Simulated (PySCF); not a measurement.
Molecule: SMILES CB1O[B]OB(C)O1, doublet. Atoms near the plane z = 0.0 Å, at the B3LYP/def2-SVP optimised geometry (x, y, z in Å): C1 (-1.0, -2.5, 0.0), B2 (-0.2, -1.2, 0.0), O3 (1.2, -1.2, 0.0), B4 (1.9, 0.0, 0.0), O5 (1.2, 1.2, 0.0), B6 (-0.2, 1.2, 0.0), C7 (-0.9, 2.6, 0.0), O8 (-0.8, 0.0, 0.0), H9 (-0.4, -3.4, 0.1), H10 (-1.8, -2.5, 0.7), H11 (-1.5, -2.6, -1.0), H12 (-1.9, 2.6, -0.6), H13 (-0.3, 3.4, -0.3), H14 (-1.2, 2.8, 1.1).

Calculation: unrestricted B3LYP/def2-TZVP in PySCF 2.14.0. Cells within 0.4 Å of a nucleus heavier than hydrogen are left out (blank, or x). The values are rescaled to run from 0 to 1.

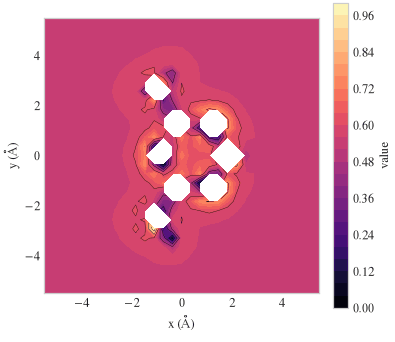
Figure. a field on the plane z = 0.0 Å.

### Question
Which quantity is mapped?
A) log10 of the electron density
B) deformation density (molecule minus spherical neutral atoms)
C) electrostatic potential
D) Laplacian of the electron density

### Answer
D, Laplacian of the electron density. In full: Laplacian of the electron density (e/bohr⁵), clipped to [-1.50, 1.50].
